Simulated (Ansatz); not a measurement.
**RO-revPBE(a = 0.33)/cc-pVTZ-DK (sfX2C, exact exchange 0.33, nuclear model gaussian) run of BHSBr (SMILES S[B]Br)**

What is the energy difference between two shapes of BHSBr at RO-revPBE(a = 0.33)/cc-pVTZ-DK (sfX2C, exact exchange 0.33, nuclear model gaussian)? 

The results are computed with Ansatz 0.2.0.

4 further runs of the same task are left out: 1 that didn't finish, 3 set aside as unsound or not needed.

### 1 The molecule

BHSBr has 4 atoms, charge 0, and is taken as a doublet. As SMILES, `S[B]Br`. The shape is that of a PBE0-D4/def2-TZVP optimisation.

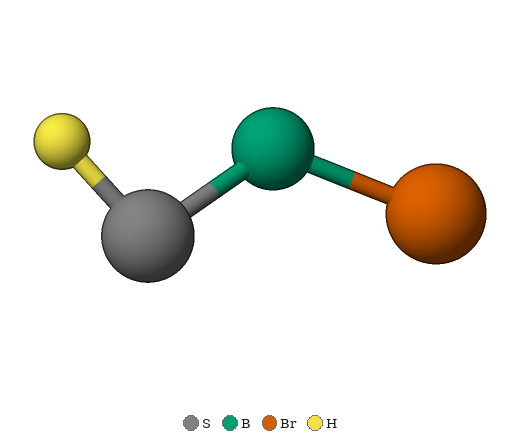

The structure, seen from a chosen angle (sulfur grey, boron teal, bromine orange, hydrogen yellow).

### 2 The energy at RO-revPBE(a = 0.33)/cc-pVTZ-DK (sfX2C, exact exchange 0.33, nuclear model gaussian)

job.yaml

```yaml
crystal:
  periodic: [false, false, false]
  atoms:
    - symbol: S
      position_ang: [-0.702000, 0.264600, -0.808500]
    - symbol: B
      position_ang: [0.466200, -0.103000, 0.457200]
    - symbol: Br
      position_ang: [0.566600, -1.738600, 1.383500]
    - symbol: H
      position_ang: [-0.275300, 1.516800, -1.052500]
basis:
  gaussian:
    orbitals: cc-pVTZ-DK
    nuclear_model: gaussian
magnetization:
  spin_polarized: false
  initial_magnetization: 1
hamiltonian:
  xc: {name: revPBE, exx: 0.33}
scf:
  omitted_lower_state_checks: [stability, increment]
```

On the command line:

```bash
ansatz run job.yaml --threads 1 --pin off --max-ram 2610MiB --events-out events.jsonl --progress --plain --runs-dir runs
```

Log:

```text
Warning: RAYON_NUM_THREADS=1 ignored (pool sized by the plan → 1); use --threads N
Functional definition: unnamed
  parameter a_1 = 0.33
  exchange = (1 - a_1)*pbe_x(kappa = 1.245) + a_1*exact_x
  correlation = pbe_c
these checks for a lower state are left out or cut short: stability, increment
1024 factors; their error is unknown
mean field evaluation 1: about -82470.8412 eV, gradient 1.2e1 eV
mean field evaluation 2: about -82470.9692 eV, gradient 1.3e1 eV
mean field evaluation 4: about -82471.4760 eV, gradient 9.7e-1 eV
mean field evaluation 8: about -82471.4787 eV, gradient 1.6e-2 eV
mean field evaluation 16: about -82471.8870 eV, gradient 2.1e-5 eV
mean field -82471.88696798 eV, -3030.7859446206 hartree, gradient 4.7e-6 eV, S^2 0.750000; 0 other end points of the search recorded, 0 dependent functions left out
reference -82471.88699389 eV, -3030.7859455727 hartree; 29, 28 occupied and 92, 93 virtual orbitals, 1024 factors
Total energy: -82471.88699389 eV, -3030.7859455727 hartree
Relativity: scalar
Checks for a lower state left out: stability, increment
```

Run time: 3.9 s. Hardware: 1 thread of Arm Neoverse V2, shared host; peak memory 0.31 GiB.

### 3 The distorted shape, same level

job.yaml

```yaml
crystal:
  periodic: [false, false, false]
  atoms:
    - symbol: S
      position_ang: [-0.695989, 0.289263, -0.821043]
    - symbol: B
      position_ang: [0.468897, -0.142536, 0.397029]
    - symbol: Br
      position_ang: [0.547760, -1.752372, 1.263836]
    - symbol: H
      position_ang: [-0.344084, 1.547910, -1.061853]
basis:
  gaussian:
    orbitals: cc-pVTZ-DK
    nuclear_model: gaussian
magnetization:
  spin_polarized: false
  initial_magnetization: 1
hamiltonian:
  xc: {name: revPBE, exx: 0.33}
scf:
  omitted_lower_state_checks: [stability, increment]
```

On the command line:

```bash
ansatz run job.yaml --threads 1 --pin off --max-ram 2610MiB --events-out events.jsonl --progress --plain --runs-dir runs
```

Log:

```text
Warning: RAYON_NUM_THREADS=1 ignored (pool sized by the plan → 1); use --threads N
[... 4 set-up lines as earlier in the session ...]
these checks for a lower state are left out or cut short: stability, increment
1024 factors; their error is unknown
mean field evaluation 1: about -82470.6858 eV, gradient 1.4e1 eV
mean field evaluation 2: about -82470.7071 eV, gradient 1.5e1 eV
mean field evaluation 4: about -82471.4242 eV, gradient 9.8e-1 eV
mean field evaluation 8: about -82471.4254 eV, gradient 1.4e-2 eV
mean field evaluation 16: about -82471.8334 eV, gradient 2.0e-5 eV
mean field -82471.83343726 eV, -3030.7839774030 hartree, gradient 5.3e-6 eV, S^2 0.750000; 0 other end points of the search recorded, 0 dependent functions left out
reference -82471.83346297 eV, -3030.7839783475 hartree; 29, 28 occupied and 92, 93 virtual orbitals, 1024 factors
Total energy: -82471.83346297 eV, -3030.7839783475 hartree
Relativity: scalar
Checks for a lower state left out: stability, increment
```

It took 3.9 s on 1 thread of Arm Neoverse V2, shared host; peak memory 0.32 GiB.

### 4 Outcome

Level: RO-revPBE(a = 0.33)/cc-pVTZ-DK (sfX2C, exact exchange 0.33, nuclear model gaussian).

| quantity | value |
| --- | --- |
| first shape: total energy | -3030.78595 Eh |
| first shape: ⟨S²⟩ | 0.750 |
| distorted shape: total energy | -3030.78398 Eh |
| distorted shape: ⟨S²⟩ | 0.750 |
| energy change with the atoms displaced | 0.054 eV |

**Reading.** With the atoms displaced the energy rises by 0.05 eV (1.2 kcal/mol). The first shape isn't relaxed at this level, so the change isn't measured from a minimum.
